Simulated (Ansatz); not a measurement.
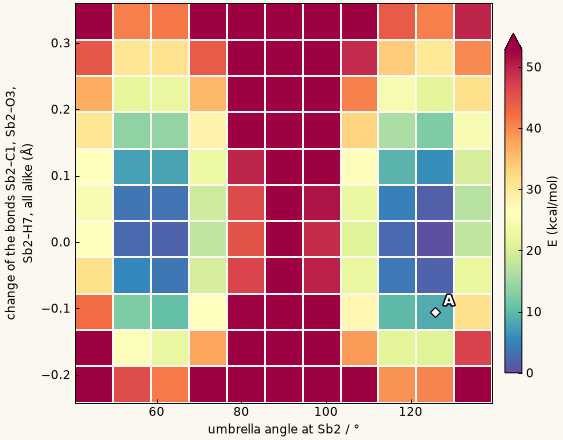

CH5OSb, SMILES [CH3][SbH][OH]. Coordinates scanned: (1) umbrella angle at Sb2 (between each of its bonds and their common axis; 90 is planar); (2) change of the bonds Sb2–C1, Sb2–O3, Sb2–H7, all alike. Nothing is relaxed (all other coordinates rigid). The scan uses an 11 × 11 grid. Points are written as (first, second). Energies are in kcal/mol, from the lowest grid point. Energies and slopes of some neighbouring points disagree (a jump in structure or state, or too coarse a mesh). Theory: RKS wB97M-V/def2-SVP (Ansatz 0.2.0).

Drawn: one coloured cell a grid point, one colour for all values above the top of the scale, the point A.

Q: Is A at rest? If not, where is it pushed?

A: A, at (125.8°, −0.106 Å), is not a stationary point. The computed force is 1 kcal/mol for each degree towards smaller values of the first coordinate and 169 kcal/mol for each Å towards larger values of the second coordinate.
